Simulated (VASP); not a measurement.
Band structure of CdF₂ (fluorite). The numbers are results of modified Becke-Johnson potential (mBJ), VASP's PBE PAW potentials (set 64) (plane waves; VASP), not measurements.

mBJ is a potential without an energy functional, so only the levels count.

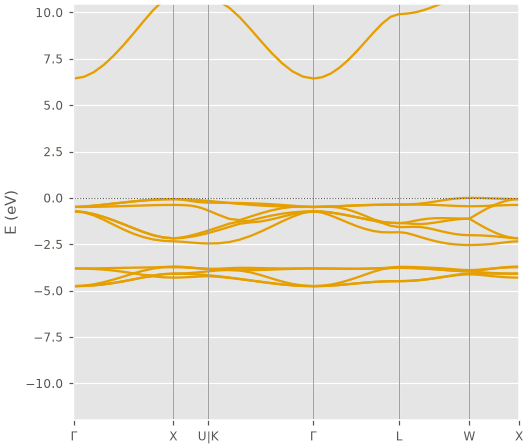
Bands along high-symmetry lines, zero at the valence-band maximum or, without a gap, the Fermi level

Problem. Read the plot: is there a gap, and where are the band edges?

Solution. The gap is indirect, 6.44 eV, from the valence maximum at W to the conduction minimum at Γ.

Measured: gap 7.80 eV (computed value off by -1.36 eV), as given by Giancarlo Cappellini et al., Physical Review B (2013), arXiv:1302.2571.

The compound is CdF2 in the fluorite structure. It was relaxed first, which changed the volume by +6 %. The cell's shape comes from a PBE relaxation.
